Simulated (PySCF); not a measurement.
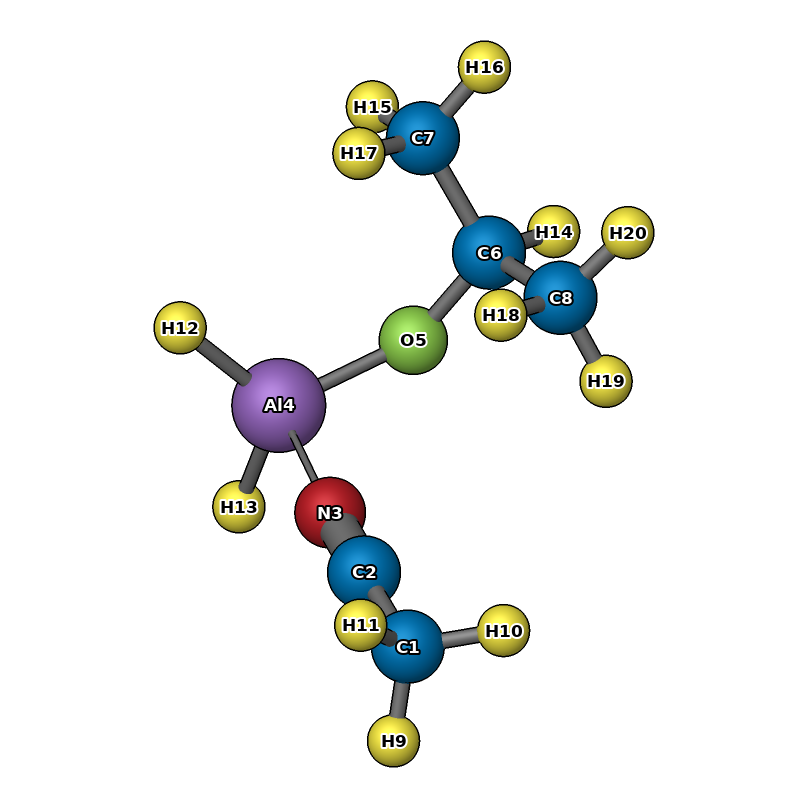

The thickness of each stick grows with its Mayer bond order. The computed structure is the end point of a PBE0-D3(BJ)/def2-SVP optimisation. No frequency run is at hand to confirm it as a minimum. Method: PBE0/pcSseg-1 (PySCF 2.14.0).

> Which bond between heavy atoms has the highest Mayer bond order?

C2–N3, 2.75, at a length of 1.151 Å.

List the Mayer bond orders of C1–C2, C2–N3, N3–Al4, Al4–O5, O5–C6, C6–C7, C6–C8 (bonds between heavy atoms, one of each equivalent set).

```
  bond  Mayer order  length (Å)
 C1–C2         1.06       1.445
 C2–N3         2.75       1.151
N3–Al4         0.29       2.061
Al4–O5         0.80       1.729
 O5–C6         0.93       1.387
 C6–C7         1.03       1.524
 C6–C8         1.02       1.526
```
